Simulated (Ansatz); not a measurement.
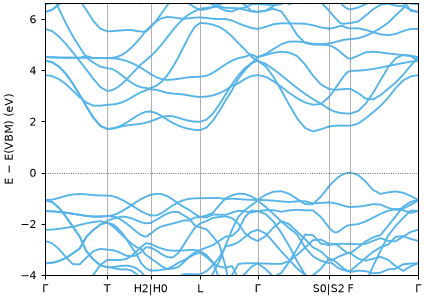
Band structure from PBE (plane waves, PAW; program Ansatz)

Q: Read off the gap and where the band edges lie.

A: About 1.6 eV (1.61 eV by a search for the band edges); maximum at F, minimum on the Γ–S0 line, 78 % of the way from Γ.

Q: Pick the material that matches.
A. SiGe, R-3m (Si on 6c, Ge on 6c)
B. C, R-3 (C on 18f, C on 6c)
C. CdSiN2, R-3m (Cd on 3a, Si on 3b, N on 6c)
D. SiB12C2, R-3m (B on 18h, B on 18h, C on 6c, Si on 3b)

A: D, SiB12C2, R-3m (B on 18h, B on 18h, C on 6c, Si on 3b)

The start of the workflow was typed in or built on a structure type; neither database checked (COD, Materials Project) lists it. Its standing as an ambient phase is unchecked. Symmetry was held in the PBE relaxation; whether a distortion lowers the energy is not shown.

Potentials: the earlier of the program's two PAW sets.
